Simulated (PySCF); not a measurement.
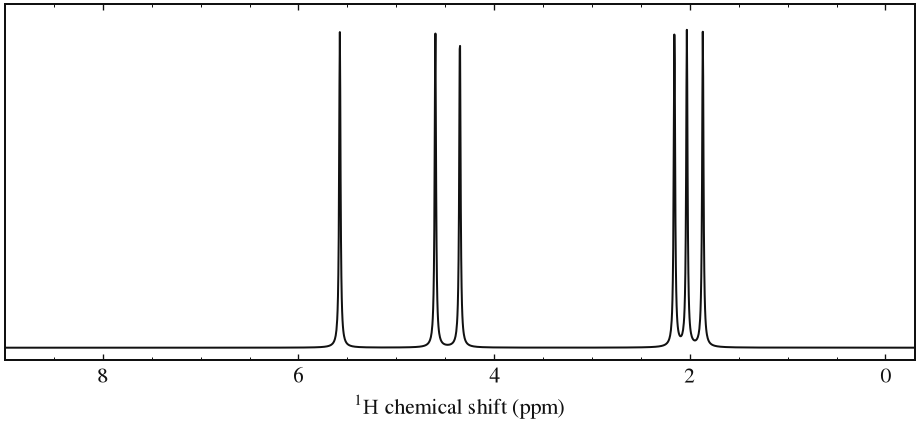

GIAO shifts, BLYP/pcSseg-2, PySCF 2.14.0, at a PBE0-D3(BJ)/def2-SVP geometry (no frequency check), against TMS for ¹H computed at the same level. Gas phase, fully decoupled, line heights follow the number of nuclei, widths are arbitrary (no quadrupolar broadening); values of one conformer, averaged over methyl-type rotors and exact or near symmetry. Protons on N, O or S are those of the isolated molecule, without hydrogen bonds to neighbours or exchange.

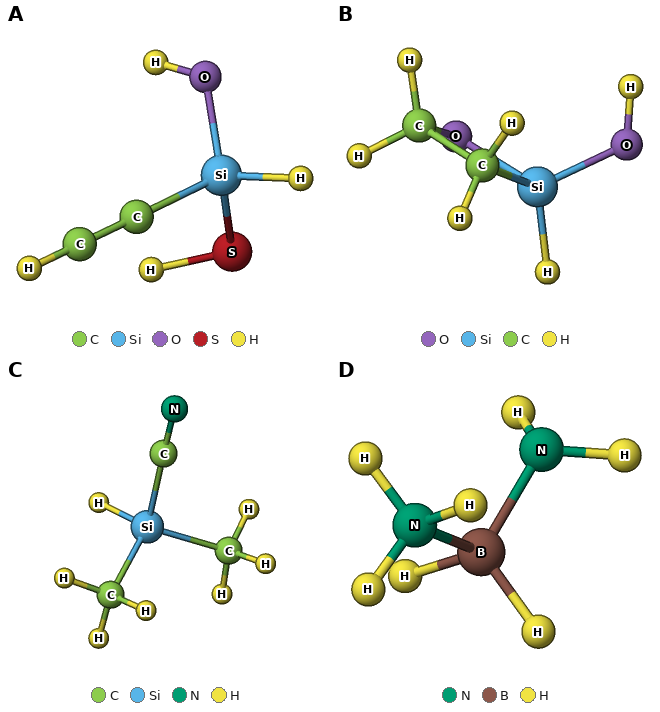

Question: Which structure fits the spectrum? Choose among the lettered structures.

Answer: Structure B, C₂H₆O₂Si, SMILES O[Si@H]1CCO1. Its ¹H signals: 5.58 (1 H), 4.60 (1 H), 4.35 (1 H), 2.16 (1 H), 2.03 (1 H), 1.87 (1 H) ppm.
